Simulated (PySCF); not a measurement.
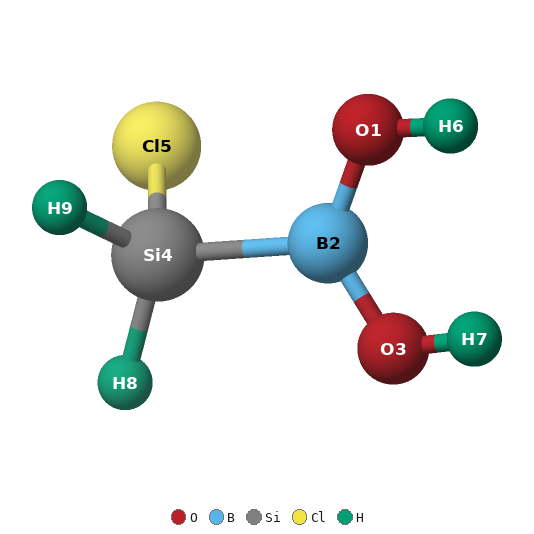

The computed structure is the end point of a PBE0-D3(BJ)/def2-SVP optimisation. No frequency run is at hand to confirm it as a minimum. Properties computed with delta-SCF UKS SCAN, pcX-2 on the ionised atom, pcseg-1 elsewhere, spin-free X2C (PySCF 2.14.0).

Give the core-electron binding energies (to vacuum; p and d levels without spin–orbit splitting) of O1 1s, B2 1s, Si4 1s, Si4 2p, Cl5 1s, Cl5 2p.

```csv
atom,level,binding energy (eV)
O1,1s,539.7
B2,1s,197.6
Si4,1s,1847.1
Si4,2p,107.5
Cl5,1s,2828.1
Cl5,2p,206.1
```
